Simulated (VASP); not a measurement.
Band structure of SnO (litharge). Method: revTPSS meta-GGA, VASP's PBE PAW potentials (set 64) (plane waves; VASP).

Without a dispersion term in the relaxation, distances and binding between the weakly bound layers, chains or molecules are unreliable, and so is what depends on them.  Unless said otherwise, spin-orbit coupling is left out, though it shifts the bands of the heavy elements here.

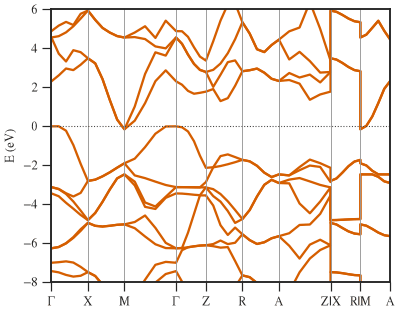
*Bands along high-symmetry lines, zero at the valence-band maximum or, without a gap, the Fermi level*

Question: Read the plot: is there a gap, and where are the band edges?

Answer: It has no gap at this level: it comes out as a metal or semimetal.

Measured: gap 0.70 eV (computed value off by -0.70 eV), as given by David Waroquiers et al., Physical Review B (2013), arXiv:1302.6756.

The compound is SnO in the litharge structure. It was relaxed first.
